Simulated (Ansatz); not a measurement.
Three curves of one kind of scan: energy against volume (even scaling of the relaxed cell, symmetry kept). Method: PBE (plane waves to 420 eV, PAW, scalar-relativistic; Ansatz, a first-principles code). Each is measured from its own zero (the relaxed starting cell). 

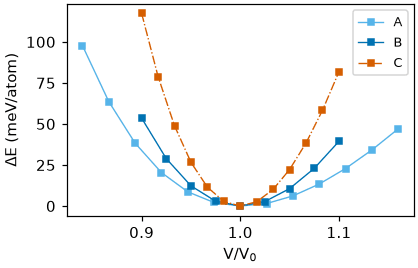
Figure: Curves A, B and C.

Task: Match the curves to these crystals:
- MgB$_{2}$ (AlB2 type, space group P6/mmm), a = b = 3.074 Å, c = 3.528 Å, α = β = 90.00°, γ = 120.00°
- TaAs (NbAs type, space group I4_1md), a = 3.4631 Å, b = 3.4631 Å, c = 11.7330 Å, α = 90.00°, β = 90.00°, γ = 90.00°
- Tl (hcp, Mg type), a = b = 3.6083 Å, c = 5.5742 Å, α = β = 90.00°, γ = 120.00°

Result: A is Tl; B is MgB2; C is TaAs.

All were relaxed with their symmetry unable to fall. At this level the bands of TaAs touch or barely overlap. Spin-orbit coupling is left out. TaAs is run without spin polarisation. The relaxed volume of Tl is well above the measured one; the method has no dispersion term.

(Under strain, the slope of the energy per volume gives the stress and its curvature an elastic modulus.)
